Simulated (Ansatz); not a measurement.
# BaLiBr3, from a guessed structure to a relaxed one, part 2 of 2

This structure for BaLiBr3 is made up. Its elements were placed in a known structure type with a cell scaled to their sizes. What cell does the guess relax to, and how far off was it?

Ansatz 0.2.0; DFT, PBE, plane-wave PAW, files of the set soft_1, scalar-relativistic, no spin, cell and ions relaxed at zero pressure; PAW set soft_1 (the session's first sound run).

So far: Starting point; Relaxing cell and atoms. The relaxed cell has a = 5.209 Å (conventional setting).

## (3) Electronic structure of the relaxed cell

With the geometry fixed, one more self-consistent run, with a narrower smearing and the mesh shown in its input, gives the bands, and its pressure, and its forces where symmetry allows any, show how far the geometry depends on these settings.

This step: DFT, PBE, plane-wave PAW, files of the set soft_1, scalar-relativistic, no spin, bands and density of states at the relaxed cell; PAW set soft_1 (Ansatz 0.2.0).

input.yaml reads:

```yaml
crystal:
  lattice:
    - [5.2089833837, 0.0, 0.0]
    - [0.0, 5.2089833837, 0.0]
    - [0.0, 0.0, 5.2089833837]
  atoms:
    - { symbol: Ba, position: [0.0, 0.0, 0.0] }
    - { symbol: Br, position: [0.5, 0.0, 0.5] }
    - { symbol: Br, position: [0.5, 0.5, 0.0] }
    - { symbol: Br, position: [0.0, 0.5, 0.5] }
    - { symbol: Li, position: [0.5, 0.5, 0.5] }
kpoints:
  mp_grid: { grid: [6, 6, 6] }
  band_path:
    path:
      - [[0.0, 0.0, 0.0], [0.0, 0.5, 0.0], [0.5, 0.5, 0.0], [0.0, 0.0, 0.0], [0.5, 0.5, 0.5], [0.0, 0.5, 0.0]]
      - [[0.5, 0.5, 0.0], [0.5, 0.5, 0.5]]
    npoints: 13
scf:
  occupations: { method: fermi_dirac, width: 0.03 }
  n_extra_bands: 9
hamiltonian:
  xc: pbe
  pseudopotentials: { kind: paw, azcp: { folder: soft_1 } }
output:
  forces: true
  stress: true
  write_bands: true
  dos: { projected: true }
  write_density: true
  write_potential: true
  elf: true
  volumetric_format: npy
```

Run with:

```bash
> ansatz run input.yaml --threads 4 --pin off --max-ram 8192MiB --backend cpu --events-out ev --progress --plain --runs-dir out
```

Numbers of over 12 decimals in the logs are rounded to 6 here.

What it wrote:

```text
[...]
Crystal: 5 atoms, lattice volume = 141.338 Å³
Basis set: ecut = 420 eV, 2777 PW (Γ), exchange–correlation on 72×72×72 points (8 copies of the dense FFT grid, shifted against one another)
Bands: 26, of which v1, the nominal top of the filled ones, is band 17 counted from 1 (16 counted from 0)
Symmetry: 48 space group operations
[...]
k-points: 20 of 216
[...]
SCF iter   1: F=—  HF=-14514.230114 eV  |F-HF|=—  |Δ(HF+E_count)|=         —  Δρ=2.64e-2  dr2=2.14e0  ethr=3.10e-3  ⟨swp⟩=10.7  Hψ=3509  notcnv=0
[...]
SCF iter   7: F=-14513.320037 eV  HF=-14513.320037 eV  |F-HF|=4.46e-8  |Δ(HF+E_count)|=   1.17e-6  Δρ=4.00e-6  dr2=2.71e-8  ethr=2.94e-10  ⟨swp⟩=19.4  Hψ=4518  notcnv=0
SCF 1 converged in 7 iterations: F = -14513.320037 eV  dr2 = 2.71e-8
[...]
NSCF: frozen V_eff on 80 k-points
SCF converged after 7 iterations
Free energy (F): -14513.320037 eV
[...]
Internal energy: -14513.320037 eV  (E = F + TS)
E sigma→0 (E₀):  -14513.320037 eV
Fermi energy:    5.962196 eV
[...]
--- Stress (GPa, compression-positive) ---
       -0.024076       0.000000       0.000000
        0.000000      -0.024076       0.000000
        0.000000       0.000000      -0.024076
  P = ⅓ Tr σ = -0.0241 GPa (-0.241 kbar)
--- Band table (eV; the first three rows and the last of 20) ---
  k-point 0: bands = [... 13 lower, 3.2599, 4.0613, 4.0613, 4.0613, 7.7004, 7.7004, 7.9477, 8.6544, ... 5 higher]
  k-point 1: bands = [... 13 lower, 3.1692, 3.7519, 3.9654, 3.9654, 7.9358, 8.0620, 8.4153, 8.7142, ... 5 higher]
  k-point 2: bands = [... 13 lower, 2.9946, 3.1313, 3.7781, 3.7781, 8.5239, 8.8404, 8.8485, 9.4493, ... 5 higher]
  k-point 19: bands = [... 13 lower, 4.0557, 4.1770, 4.1770, 4.1770, 8.6361, 8.6361, 8.6361, 9.0906, ... 5 higher]
```

Wall time 5.8 s (4 threads of Arm Neoverse N1, shared host); peak memory 0.47 GiB.

In the SCF lines HF is the Harris–Foulkes energy and dr2 the Hartree energy of the density residual, in eV; the loop may stop once dr2 is under the threshold and the program's other checks hold. Hψ counts applications of the Hamiltonian.

Numbers from this step:

| Property | Result |
| --- | --- |
| Fermi energy | 5.962 eV |
| gap by band count | 3.523 eV |
| pressure | -0.02408 GPa |
| gap on the k-mesh | 3.523 eV |

From bands.tsv. The electronic bands at the labelled points (eV, zero at the valence top; v1 is the highest filled band, c1 the lowest empty one):

| point | v4 | v3 | v2 | v1 | c1 | c2 | c3 | c4 |
| --- | --- | --- | --- | --- | --- | --- | --- | --- |
| Γ | -0.92 | -0.12 | -0.12 | -0.12 | 3.52 | 3.52 | 3.77 | 4.48 |
| X | -1.27 | -1.27 | -0.49 | -0.49 | 4.75 | 4.75 | 5.11 | 6.07 |
| M | -1.36 | -1.36 | -0.14 | -0.06 | 5.02 | 5.09 | 6.15 | 6.20 |
| Γ | -0.92 | -0.12 | -0.12 | -0.12 | 3.52 | 3.52 | 3.77 | 4.48 |
| R | -0.12 | 0.00 | 0.00 | 0.00 | 4.46 | 4.46 | 4.46 | 4.91 |
| X | -1.27 | -1.27 | -0.49 | -0.49 | 4.75 | 4.75 | 5.11 | 6.07 |
| jump to M | -1.36 | -1.36 | -0.14 | -0.06 | 5.02 | 5.09 | 6.15 | 6.20 |
| R | -0.12 | 0.00 | 0.00 | 0.00 | 4.46 | 4.46 | 4.46 | 4.91 |

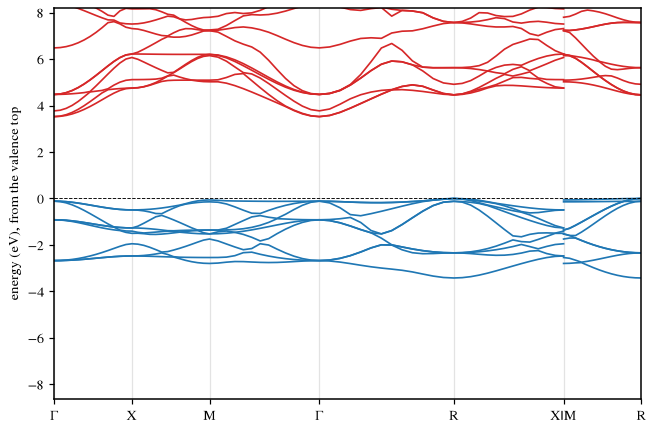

Electronic bands along the path; lines of filled and empty bands in two colours.

Counts of states for the cell as run, both spins, by energy window (eV from the valence-band top):

```csv
from,to,total
-8,-7,0.00
-7,-6,0.00
-6,-5,0.00
-5,-4,0.00
-4,-3,0.28
-3,-2,5.50
-2,-1,5.49
-1,0,6.73
0,1,0.00
1,2,0.00
2,3,0.00
3,4,0.14
4,5,4.10
5,6,5.88
6,7,2.03
7,8,4.78
```

A further 16.0 states lie below the table's range.

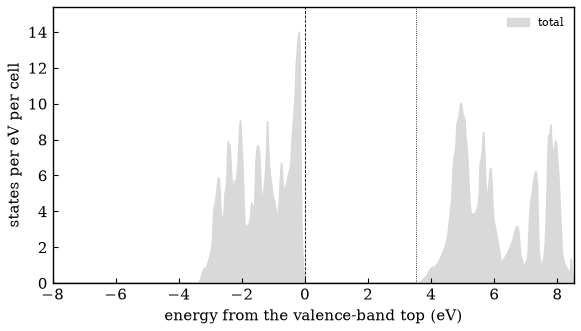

Total density of states, smoothed over about 0.04 eV. The dotted line marks the lowest empty level found on the path.

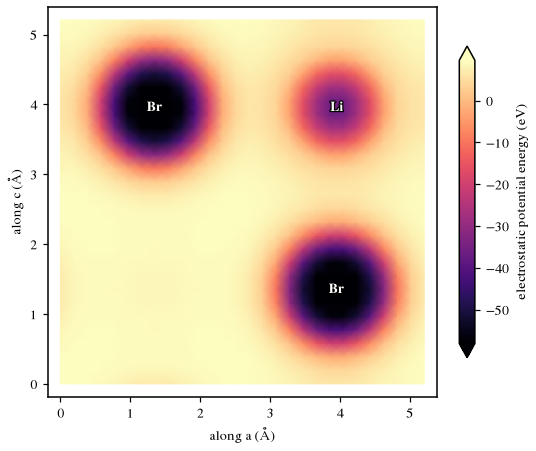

Electrostatic potential energy in the ac plane at fractional y = 0.500, with atoms of Br and Li within 0.2 Å of it. With pseudopotentials it is smooth inside the atoms' cores, unlike the true potential. The map starts off the cell's origin, so that atoms lie inside it.

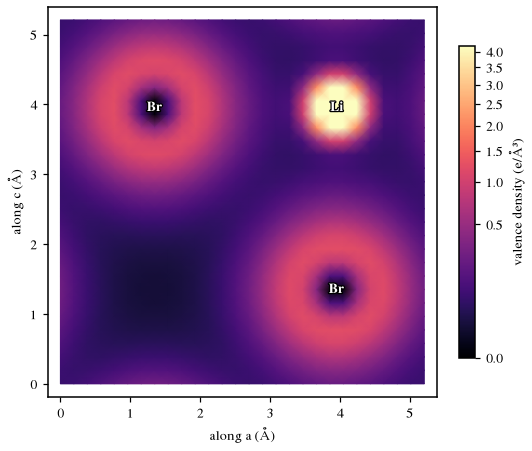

Valence density in the ac plane at fractional y = 0.500, with atoms of Br and Li within 0.2 Å of it. It is the smooth field of the valence electrons, not physical close to the nuclei. The map starts off the cell's origin, so that atoms lie inside it. The colour scale is stretched toward low values.

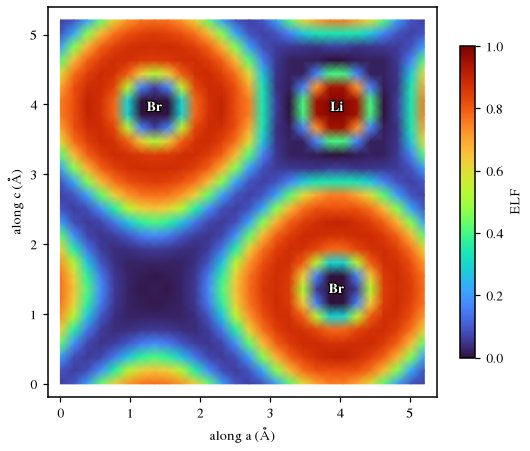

ELF in the ac plane at fractional y = 0.500, with atoms of Br and Li within 0.2 Å of it. It is the smooth field of the valence electrons, not physical close to the nuclei. The map starts off the cell's origin, so that atoms lie inside it.

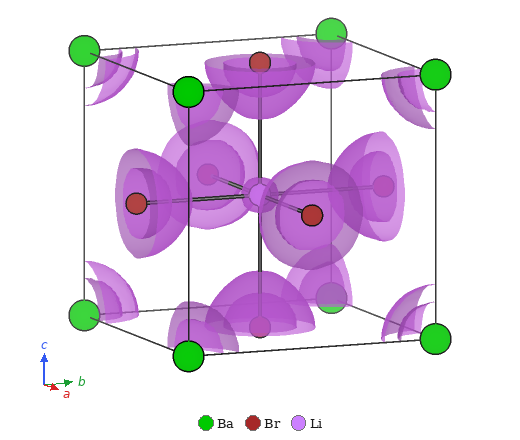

Surface of ELF = 0.85.

## (4) What came out

| Item | Value |
| --- | --- |
| space group, relaxed | Pm-3m |
| conventional cell | a = 5.209, b = 5.209, c = 5.209 Å; α = 90.0°, β = 90.0°, γ = 90.0° |
| volume per atom | 28.27 Å³ (guess 25.48) |

What this shows: BaLiBr3 relaxes to Pm-3m with a = 5.209, b = 5.209 and c = 5.209 Å. The guessed volume was 10 % too small. The space group Pm-3m was held in the relaxation, so the end point is a stationary structure within it and may be a saddle against distortions or other arrangements. It has an indirect Kohn–Sham gap of 3.52 eV, which semilocal functionals understate. On the 6×6×6 mesh with the narrower smearing (relaxed on 5×5×5) the forces vanish, as symmetry may demand, and the largest stress component is 0.024 GPa, within the relaxation's thresholds of 0.015 eV/Å and 0.05 GPa. The cutoff wasn't tested. Spin-orbit coupling is left out, which can matter for elements this heavy. No dispersion term is used, so weakly bound directions may come out too long. Nothing here tests whether the compound is stable against decomposition.

[Logs are printed without paths, hosts, clocks, repeated set-up lines and the standing remarks that a program may print on its own settings, such as how far it seeks lower states.]

[Hosts, paths, dates, database ids (printed as entryN), source tags and the programs' standing remarks are cut or masked in the printed files.]
